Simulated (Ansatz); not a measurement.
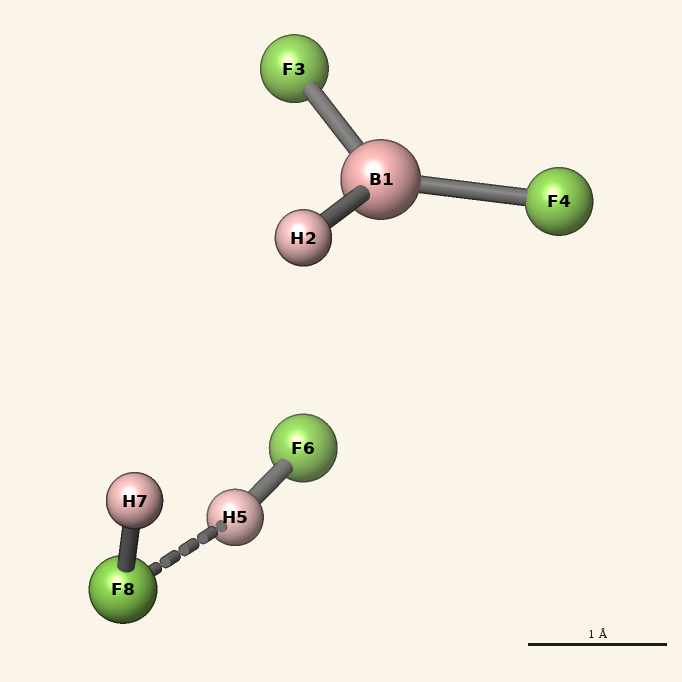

Broken lines mark hydrogen bonds. The computed structure is the end point of a PBE0-D4/def2-TZVP optimisation.

Give donor, acceptor, H···A distance and D–H···A angle of each hydrogen bond.

```json
{"D–H···A": "F6–H5···F8", "D–H (Å)": "0.93", "H···A (Å)": "1.72", "angle (°)": "163", "kind": "intermolecular"}
```
